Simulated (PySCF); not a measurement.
# PH₄: a ladder of methods

How much do the numbers for PH₄ (doublet) hang on the method? All levels run at one geometry, the PBE0 minimum.

The runs use PySCF 2.14.0; several methods, basis P def2-TZVP, H def2-TZVP, no relativity, density fitting.

## (1) Where the work starts

5 atoms, charge 0, spin multiplicity 2.

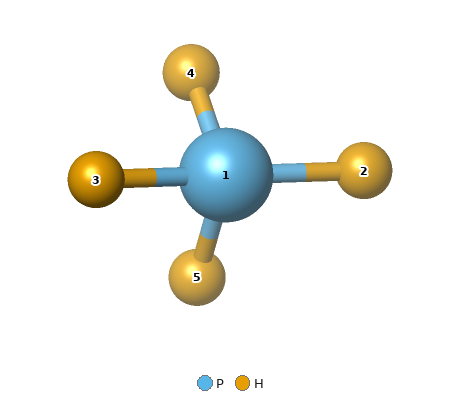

The starting geometry (phosphorus blue, hydrogen amber); atoms are numbered from 1 in the order of the file.

```xyz
5
charge 0 multiplicity 2
P     0.0000    0.0000   -0.0457
H     0.0000    1.5156   -0.1607
H     0.0000   -1.5156   -0.1607
H     1.0780    0.0000    0.8631
H    -1.0780    0.0000    0.8631
```

## (2) Real-space pictures of the lowest minimum

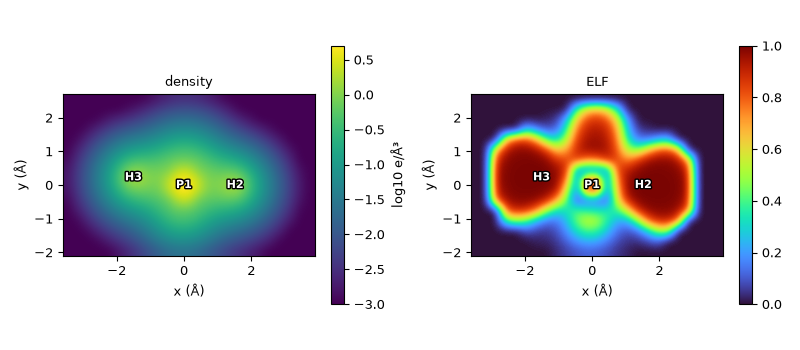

The plane holds P1 at (0.00, 0.00), H2 at (1.52, 0.00), H3 at (-1.50, 0.23) Å. ELF is set to 0 where the density is under 0.005 e/Å³; an orbital's overall sign is arbitrary.

Orbitals, density, ELF and potential are computed afterwards from the orbital file.

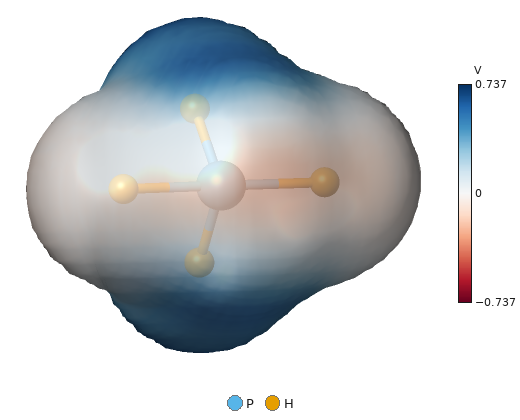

The potential that a unit positive charge feels on the 0.002 e/bohr³ surface, from the 1st to the 99th percentile, from -0.23 V near P1 to 0.74 V near H5.

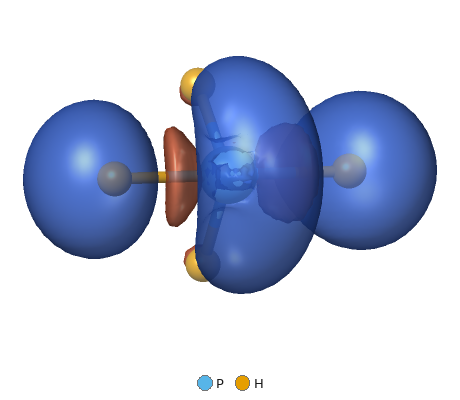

Spin density at ±0.02 e/Å³ (alpha excess blue, beta excess red).

Values on the line from P1 (at 0) through H2 (at 1.520 Å):

| distance (Å) | density (e/Å³) | ELF | electrostatic potential (V) | spin density (e/Å³) |
| --- | --- | --- | --- | --- |
| -0.53 | 1.39 | 0.077 | 63.1 | -0.0356 |
| -0.38 | 6.59 | 0.589 | 123 | 0.00944 |
| -0.23 | 44.5 | 0.861 | 318 | 0.0487 |
| -0.08 | 305 | 0.332 | 1.84e+03 | -0.299 |
| 0.15 | 94.1 | 0.642 | 650 | 0.0116 |
| 0.30 | 17.6 | 0.83 | 187 | 0.0475 |
| 0.46 | 2.67 | 0.181 | 86.5 | -0.0255 |
| 0.61 | 1.06 | 0.135 | 46.5 | -0.0514 |
| 0.76 | 0.943 | 0.714 | 26.2 | -0.0399 |
| 0.91 | 0.954 | 0.945 | 16.4 | 0.00448 |
| 1.06 | 1.03 | 0.983 | 14.7 | 0.0821 |
| 1.22 | 1.26 | 0.995 | 23.8 | 0.212 |
| 1.37 | 1.75 | 0.999 | 66.8 | 0.433 |
| 1.60 | 1.97 | 1 | 160 | 0.629 |
| 1.75 | 1.02 | 1 | 36.4 | 0.365 |
| 1.90 | 0.528 | 0.999 | 14.2 | 0.211 |
| 2.05 | 0.28 | 0.999 | 6.4 | 0.125 |
| 2.20 | 0.151 | 0.998 | 2.99 | 0.0736 |
| 2.36 | 0.0837 | 0.997 | 1.39 | 0.0437 |

Making the fields took 1.2 s on 2 threads of Intel Xeon Platinum 8259CL at 2.50GHz (Skylake/Cascade Lake), shared host.

## (3) PBE0

The steps are one call of a driver around PySCF; scf.py gives each level's set-up. Each SCF starts from the density of the minimum. The driver also runs the species with one electron less or more at the same geometry; their logs are not shown.

scf.py

```python
from pyscf import gto, scf, dft
mol = gto.M(atom='''
P      0.000000    -0.000000    -0.045708
H      0.000000     1.515622    -0.160719
H     -0.000000    -1.515622    -0.160719
H      1.078048    -0.000000     0.863104
H     -1.078048     0.000000     0.863104''',
    basis={'P': 'def2-TZVP', 'H': 'def2-TZVP'},
    charge=0, spin=1)
mf = dft.UKS(mol, xc='PBE0')
mf.grids.atom_grid = (75, 302)
aux = {'P': 'def2-universal-JKFIT', 'H': 'def2-universal-JKFIT'}
mf = mf.density_fit(auxbasis=aux)
mf.conv_tol = 1e-08
mf.diis_space = 10
mf.max_cycle = 60
mf.verbose = 4
mf.kernel()
```

On the command line:

```sh
$ OMP_NUM_THREADS=2 python axn.py task.json out
```

Standard output:

```text
init E= -343.535334952751
[... the frontier-level lines of each cycle are left out ...]
cycle= 1 E= -343.535334952752  delta_E= -9.66e-13  |g|= 1.59e-06  |ddm|= 4.49e-06
Extra cycle  E= -343.535334952752  delta_E= 5.68e-14  |g|= 1.09e-06  |ddm|= 2.87e-06
converged SCF energy = -343.535334952752  <S^2> = 0.7591736  2S+1 = 2.0091527
```

This level, with the species of one electron less or more, took 1.6 s.

* energy: -343.535335 Eh
* one electron less (charge +1): -343.250363 Eh (singlet, ⟨S²⟩ 0.00)
* one electron more (charge -1): -343.521833 Eh (singlet, ⟨S²⟩ 0.00)
* Mulliken charge of P1: -0.23 e

## (4) HF

Edit scf.py of step 3 so:

```diff
@@ -10,2 +10 @@
-mf = dft.UKS(mol, xc='PBE0')
-mf.grids.atom_grid = (75, 302)
+mf = scf.UHF(mol)
```

Standard output:

```text
init E= -342.969098566642
[... the frontier-level lines of each cycle are left out ...]
cycle= 1 E= -342.979029196328  delta_E= -0.00993  |g|= 0.0315  |ddm|= 0.105
cycle= 2 E= -342.979922938611  delta_E= -0.000894  |g|= 0.0115  |ddm|= 0.0509
cycle= 3 E= -342.980140389551  delta_E= -0.000217  |g|= 0.00496  |ddm|= 0.0219
cycle= 4 E= -342.980184043394  delta_E= -4.37e-05  |g|= 0.00187  |ddm|= 0.0122
cycle= 5 E= -342.980192276216  delta_E= -8.23e-06  |g|= 0.000741  |ddm|= 0.00479
cycle= 6 E= -342.980193829996  delta_E= -1.55e-06  |g|= 0.000304  |ddm|= 0.00214
cycle= 7 E= -342.980194089811  delta_E= -2.6e-07  |g|= 0.000129  |ddm|= 0.000922
cycle= 8 E= -342.980194142831  delta_E= -5.3e-08  |g|= 3.43e-05  |ddm|= 0.00049
cycle= 9 E= -342.980194146226  delta_E= -3.4e-09  |g|= 6.49e-06  |ddm|= 0.000162
Extra cycle  E= -342.980194146299  delta_E= -7.3e-11  |g|= 3.56e-06  |ddm|= 2.17e-05
converged SCF energy = -342.980194146299  <S^2> = 0.78110197  2S+1 = 2.0308638
```

This level, with the species of one electron less or more, took under 0.5 s.

- energy: -342.980194 Eh
- one electron less (charge +1): -342.711417 Eh (singlet, ⟨S²⟩ 0.00)
- one electron more (charge -1): -342.931842 Eh (singlet, ⟨S²⟩ 0.00)
- Mulliken charge of P1: -0.06 e

## (5) PBE

Edit scf.py of step 4 so:

```diff
@@ -10 +10,2 @@
-mf = scf.UHF(mol)
+mf = dft.UKS(mol, xc='PBE')
+mf.grids.atom_grid = (75, 302)
```

Standard output:

```text
init E= -343.500642365311
[... the frontier-level lines of each cycle are left out ...]
cycle= 1 E= -343.501947026222  delta_E= -0.0013  |g|= 0.0061  |ddm|= 0.071
cycle= 2 E= -343.501950903525  delta_E= -3.88e-06  |g|= 0.00444  |ddm|= 0.0134
cycle= 3 E= -343.501963534232  delta_E= -1.26e-05  |g|= 0.00204  |ddm|= 0.0082
cycle= 4 E= -343.501965682508  delta_E= -2.15e-06  |g|= 0.000201  |ddm|= 0.00253
cycle= 5 E= -343.501965711229  delta_E= -2.87e-08  |g|= 6.14e-05  |ddm|= 0.000373
cycle= 6 E= -343.501965713701  delta_E= -2.47e-09  |g|= 1.75e-05  |ddm|= 6.98e-05
Extra cycle  E= -343.501965713713  delta_E= -1.18e-11  |g|= 1.88e-05  |ddm|= 5.86e-05
converged SCF energy = -343.501965713713  <S^2> = 0.75532413  2S+1 = 2.0053171
```

This level, with the species of one electron less or more, took 3.3 s.

```
energy                        : -343.501966 Eh
one electron less (charge +1) : -343.219657 Eh (singlet, ⟨S²⟩ 0.00)
one electron more (charge -1) : -343.489571 Eh (singlet, ⟨S²⟩ 0.00)
Mulliken charge of P1         : -0.22 e
```

## (6) B3LYP

Edit scf.py of step 5 so:

```diff
@@ -10 +10 @@
-mf = dft.UKS(mol, xc='PBE')
+mf = dft.UKS(mol, xc='B3LYP')
```

Standard output:

```text
init E= -343.696181583364
[... the frontier-level lines of each cycle are left out ...]
cycle= 1 E= -343.697243547261  delta_E= -0.00106  |g|= 0.00664  |ddm|= 0.0834
cycle= 2 E= -343.697253226614  delta_E= -9.68e-06  |g|= 0.0061  |ddm|= 0.0168
cycle= 3 E= -343.697275526483  delta_E= -2.23e-05  |g|= 0.000703  |ddm|= 0.00883
cycle= 4 E= -343.697275712586  delta_E= -1.86e-07  |g|= 0.000152  |ddm|= 0.00059
cycle= 5 E= -343.697275743828  delta_E= -3.12e-08  |g|= 3.66e-05  |ddm|= 0.000308
cycle= 6 E= -343.697275745687  delta_E= -1.86e-09  |g|= 1.69e-05  |ddm|= 8.29e-05
Extra cycle  E= -343.6972757459  delta_E= -2.13e-10  |g|= 1.09e-05  |ddm|= 2.95e-05
converged SCF energy = -343.6972757459  <S^2> = 0.7572559  2S+1 = 2.0072428
```

This level, with the species of one electron less or more, took 3 s on 2 threads of Intel Xeon Platinum 8259CL at 2.50GHz (Skylake/Cascade Lake), shared host.

* energy: -343.697276 Eh
* one electron less (charge +1): -343.410112 Eh (singlet, ⟨S²⟩ 0.00)
* one electron more (charge -1): -343.688060 Eh (singlet, ⟨S²⟩ 0.00)
* Mulliken charge of P1: -0.11 e

## (7) r2SCAN

Edit scf.py of step 6 so:

```diff
@@ -10,2 +10,2 @@
-mf = dft.UKS(mol, xc='B3LYP')
-mf.grids.atom_grid = (75, 302)
+mf = dft.UKS(mol, xc='R2SCAN')
+mf.grids.atom_grid = (90, 434)
```

Standard output:

```text
init E= -343.641057986755
[... the frontier-level lines of each cycle are left out ...]
cycle= 1 E= -343.641611205947  delta_E= -0.000553  |g|= 0.00633  |ddm|= 0.0654
cycle= 2 E= -343.641620128119  delta_E= -8.92e-06  |g|= 0.00481  |ddm|= 0.0143
cycle= 3 E= -343.641635015448  delta_E= -1.49e-05  |g|= 0.0014  |ddm|= 0.00877
cycle= 4 E= -343.641635866617  delta_E= -8.51e-07  |g|= 0.000308  |ddm|= 0.00164
cycle= 5 E= -343.641635957831  delta_E= -9.12e-08  |g|= 0.000153  |ddm|= 0.000749
cycle= 6 E= -343.641635979377  delta_E= -2.15e-08  |g|= 2.23e-05  |ddm|= 0.000225
cycle= 7 E= -343.641635980083  delta_E= -7.06e-10  |g|= 2.45e-06  |ddm|= 6.07e-05
Extra cycle  E= -343.641635980093  delta_E= -9.89e-12  |g|= 9.64e-07  |ddm|= 6.61e-06
converged SCF energy = -343.641635980093  <S^2> = 0.76053984  2S+1 = 2.0105122
```

This level, with the species of one electron less or more, took 8.9 s.

| Property | Result |
| --- | --- |
| energy | -343.641636 Eh |
| one electron less (charge +1) | -343.354621 Eh (singlet, ⟨S²⟩ 0.00) |
| one electron more (charge -1) | -343.626201 Eh (singlet, ⟨S²⟩ 0.00) |
| Mulliken charge of P1 | -0.17 e |

## (8) TPSSh

Edit scf.py of step 7 so:

```diff
@@ -10 +10 @@
-mf = dft.UKS(mol, xc='R2SCAN')
+mf = dft.UKS(mol, xc='TPSSH')
```

Standard output:

```text
init E= -343.698798464006
[... the frontier-level lines of each cycle are left out ...]
cycle= 1 E= -343.699367937083  delta_E= -0.000569  |g|= 0.01  |ddm|= 0.073
cycle= 2 E= -343.699379308685  delta_E= -1.14e-05  |g|= 0.00927  |ddm|= 0.0246
cycle= 3 E= -343.699423150936  delta_E= -4.38e-05  |g|= 0.000674  |ddm|= 0.012
cycle= 4 E= -343.699423487533  delta_E= -3.37e-07  |g|= 0.000253  |ddm|= 0.00123
cycle= 5 E= -343.699423541428  delta_E= -5.39e-08  |g|= 9.32e-05  |ddm|= 0.000386
cycle= 6 E= -343.69942355006  delta_E= -8.63e-09  |g|= 2.1e-05  |ddm|= 0.000156
Extra cycle  E= -343.699423550365  delta_E= -3.05e-10  |g|= 1.65e-05  |ddm|= 6.31e-05
converged SCF energy = -343.699423550365  <S^2> = 0.76117224  2S+1 = 2.0111412
```

This level, with the species of one electron less or more, took 8.6 s.

* energy: -343.699424 Eh
* one electron less (charge +1): -343.411881 Eh (singlet, ⟨S²⟩ 0.00)
* one electron more (charge -1): -343.685302 Eh (singlet, ⟨S²⟩ 0.00)
* Mulliken charge of P1: -0.17 e

## (9) M06

Edit scf.py of step 8 so:

```diff
@@ -10 +10 @@
-mf = dft.UKS(mol, xc='TPSSH')
+mf = dft.UKS(mol, xc='M06')
```

Standard output:

```text
init E= -343.642757035245
[... the frontier-level lines of each cycle are left out ...]
cycle= 1 E= -343.645050972758  delta_E= -0.00229  |g|= 0.0182  |ddm|= 0.115
cycle= 2 E= -343.645137251457  delta_E= -8.63e-05  |g|= 0.0117  |ddm|= 0.0258
cycle= 3 E= -343.64519894236  delta_E= -6.17e-05  |g|= 0.00285  |ddm|= 0.0143
cycle= 4 E= -343.645203905396  delta_E= -4.96e-06  |g|= 0.000527  |ddm|= 0.00528
cycle= 5 E= -343.645204260546  delta_E= -3.55e-07  |g|= 0.000127  |ddm|= 0.00136
cycle= 6 E= -343.645204280663  delta_E= -2.01e-08  |g|= 4.28e-05  |ddm|= 0.000404
cycle= 7 E= -343.645204283883  delta_E= -3.22e-09  |g|= 7.68e-06  |ddm|= 0.000173
Extra cycle  E= -343.645204283971  delta_E= -8.76e-11  |g|= 4.3e-06  |ddm|= 2.11e-05
converged SCF energy = -343.645204283971  <S^2> = 0.75319189  2S+1 = 2.0031893
```

This level, with the species of one electron less or more, took 8.2 s.

| Item | Value |
| --- | --- |
| energy | -343.645204 Eh |
| one electron less (charge +1) | -343.365824 Eh (singlet, ⟨S²⟩ 0.00) |
| one electron more (charge -1) | -343.638954 Eh (singlet, ⟨S²⟩ 0.00) |
| Mulliken charge of P1 | -0.10 e |

## (10) HSE06

Edit scf.py of step 9 so:

```diff
@@ -10,2 +10,2 @@
-mf = dft.UKS(mol, xc='M06')
-mf.grids.atom_grid = (90, 434)
+mf = dft.UKS(mol, xc='HSE06')
+mf.grids.atom_grid = (75, 302)
```

Standard output:

```text
init E= -343.55167989672
[... the frontier-level lines of each cycle are left out ...]
cycle= 1 E= -343.55170339704  delta_E= -2.35e-05  |g|= 0.00205  |ddm|= 0.0138
cycle= 2 E= -343.55170369243  delta_E= -2.95e-07  |g|= 0.000802  |ddm|= 0.0013
cycle= 3 E= -343.551703766571  delta_E= -7.41e-08  |g|= 0.000135  |ddm|= 0.00057
cycle= 4 E= -343.551703777074  delta_E= -1.05e-08  |g|= 2.41e-05  |ddm|= 0.000204
cycle= 5 E= -343.55170377755  delta_E= -4.76e-10  |g|= 2.03e-06  |ddm|= 6.78e-05
Extra cycle  E= -343.551703777557  delta_E= -7.62e-12  |g|= 9.77e-07  |ddm|= 8.08e-06
converged SCF energy = -343.551703777557  <S^2> = 0.75908646  2S+1 = 2.0090659
```

This level, with the species of one electron less or more, took 4.4 s on 2 threads of Intel Xeon Platinum 8259CL at 2.50GHz (Skylake/Cascade Lake), shared host.

| Item | Value |
| --- | --- |
| energy | -343.551704 Eh |
| one electron less (charge +1) | -343.266564 Eh (singlet, ⟨S²⟩ 0.00) |
| one electron more (charge -1) | -343.538763 Eh (singlet, ⟨S²⟩ 0.00) |
| Mulliken charge of P1 | -0.22 e |

## (11) All levels side by side

| level | atomisation energy (kJ/mol) | vertical ionisation energy (eV) | vertical electron affinity (eV) | −ε(HOMO) (eV) | gap (eV) | dipole (D) | wall time |
| --- | --- | --- | --- | --- | --- | --- | --- |
| PBE0 | 1040 | 7.75 | -0.37 | 5.22 | 3.51 | 0.45 | 1.6 s |
| HF | 712 | 7.31 | -1.32 | 8.13 | 10.23 | 0.37 | under 0.5 s |
| PBE | 1051 | 7.68 | -0.34 | 4.12 | 1.40 | 0.44 | 3.3 s |
| B3LYP | 1071 | 7.81 | -0.25 | 5.04 | 2.94 | 0.39 | 3 s |
| r2SCAN | 1060 | 7.81 | -0.42 | 4.44 | 2.13 | 0.47 | 8.9 s |
| TPSSh | 1103 | 7.82 | -0.38 | 4.79 | 2.71 | 0.44 | 8.6 s |
| M06 | 1055 | 7.60 | -0.17 | 4.96 | 2.78 | 0.32 | 8.2 s |
| HSE06 | 1037 | 7.76 | -0.35 | 4.83 | 2.73 | 0.44 | 4.4 s |

Times are for 2 threads of Intel Xeon Platinum 8259CL at 2.50GHz (Skylake/Cascade Lake), shared host; PBE0 starts from its own converged density, so its time is not comparable. A dash stands where a species or a free atom was not run at that level, or the quantity is not defined.

Atomisation goes to high-spin atoms in their ground configurations, run at the same level, without zero-point energy.

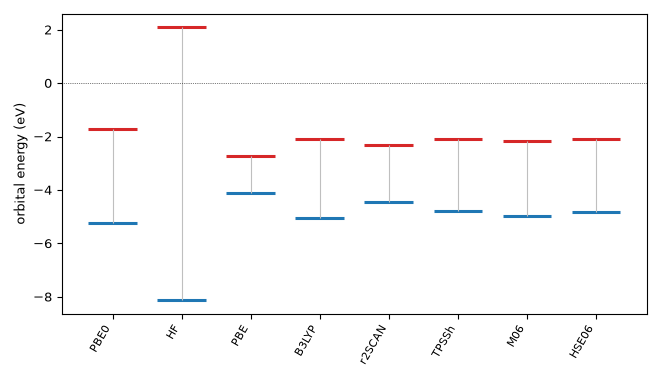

Highest occupied (blue) and lowest empty (red) levels by method.

## (12) Summary of results

| quantity | value |
| --- | --- |
| atomisation energy, range | 712 (HF) to 1103 (TPSSh) kJ/mol |
| vertical ionisation energy, range | 7.31 (HF) to 7.82 (TPSSh) eV |
| vertical electron affinity | negative in this basis |
| orbital gap, range | 1.40 (PBE) to 10.23 (HF) eV |

What this shows: The atomisation energy spreads over 391 kJ/mol, from HF to TPSSh; without a CCSD(T) value for it there is no yardstick here. A negative electron affinity (at every level) reflects the basis more than the molecule, so no ranking is made on it; without diffuse functions even a bound anion can come out this way.
